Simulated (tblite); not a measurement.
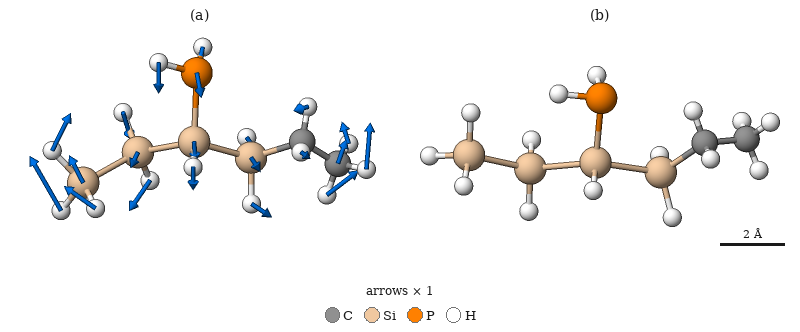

The structure of C2H15PSi4 before (left) and after (right) a relaxation, at one scale. The blue arrows give the displacements, at their true length.

A ball-and-stick model, seen at a tilt.

Theory: GFN2-xTB geometry optimisation, gas phase in tblite. 

**Describe what moved and what it gained.**

The energy falls by 129.4 kJ/mol in 253 geometry steps. The largest move after the best rigid fit is that of an H atom, 2.00 Å. By element the largest moves are H 2.00 Å, Si 0.98 Å, P 0.84 Å, C 0.82 Å. Some distances before and after: Si–Si 2.215 → 2.343 Å, Si–Si 2.222 → 2.323 Å, H–P 1.453 → 1.382 Å, C–Si 1.857 → 1.909 Å. Bond angles that change, for instance: H–P–H 113.5° → 92.0°, Si–P–H 111.2° → 94.5°, Si–Si–Si 106.1° → 121.8°. Groups turn about Si–Si by about 40°, Si–Si by about 40°, C–C by about 25°.
